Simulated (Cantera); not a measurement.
Charge: 1 mol CH3Cl, at 1.30 Pa.

Cantera equilibrium calculation (NASA polynomials, part measured and part estimated; ideal gas, pure solids and liquids). Candidate condensed phases: C, C6H6, C7H8, C8H18; 91 gas species. Rates play no part.

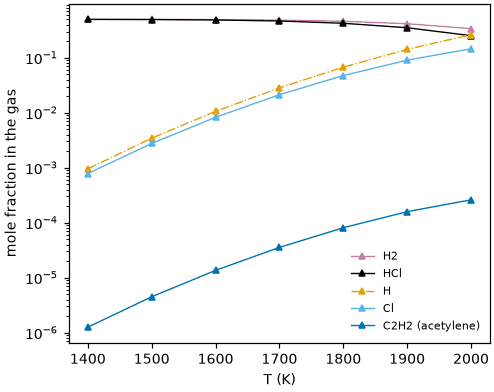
*Equilibrium gas composition (values under 1e-9 drawn at 1e-9)*

From 1400 K to 2000 K the condensed part is C(graphite). The main C-bearing gas is C2H2 (acetylene) throughout.
